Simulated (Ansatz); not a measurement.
Input file:

```
crystal:
  periodic: [false, false, false]
  atoms:
    - {symbol: N, position_ang: [0.384095, -1.556978, -1.054450]}
    - {symbol: C, position_ang: [0.194038, -0.472869, -0.312104]}
    - {symbol: N, position_ang: [-0.960415, -0.029884, 0.153471]}
    - {symbol: C, position_ang: [-0.464045, 0.911928, 1.209684]}
    - {symbol: B, position_ang: [0.561541, 0.947807, 0.039622]}
    - {symbol: H, position_ang: [-0.399385, -2.145750, -1.287811]}
    - {symbol: H, position_ang: [1.244230, -1.682288, -1.553561]}
    - {symbol: H, position_ang: [-1.129440, 1.758376, 1.374910]}
    - {symbol: H, position_ang: [-0.232890, 0.394346, 2.136596]}
    - {symbol: H, position_ang: [0.885471, 1.824009, -0.703357]}
basis:
  gaussian: {orbitals: def2-TZVPP}
hamiltonian: {xc: pbe0, dispersion: d4}
output: {orbitals: {seedname: orbitals}}
```

Launched as:

```sh
ansatz run in.yaml --threads 2 --pin off --events-out ev --progress --plain --max-ram 4352MiB
```

Geometry: PBE0-D4/def2-TZVP.

The calculation used Ansatz 0.2.0, RKS PBE0-D4/def2-TZVPP.

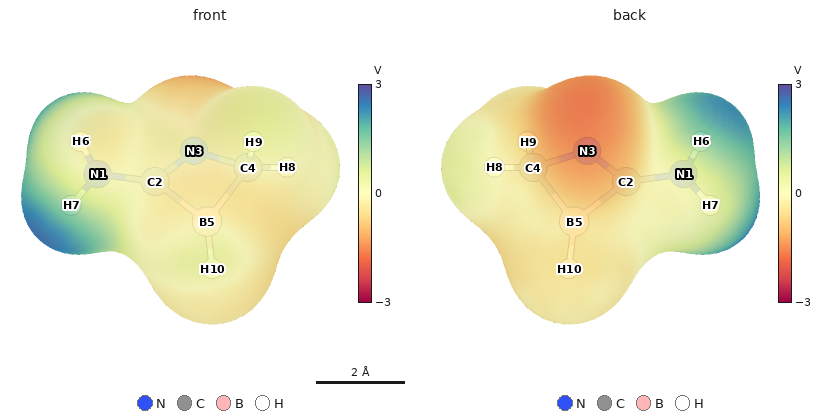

C$_{2}$H$_{5}$BN$_{2}$. The molecular electrostatic potential painted on the density surface at 0.002 e/bohr³, seen from the front and from behind; red is negative and blue positive.

> Which sites attract a positive test charge, and which a negative one?

A positive charge is drawn to the negative regions and a negative charge to the positive ones. The most negative region (about −1.7 V) lies over N3, the most positive (about +2.5 V) over H7. N3 is the likeliest acceptor of a hydrogen bond.
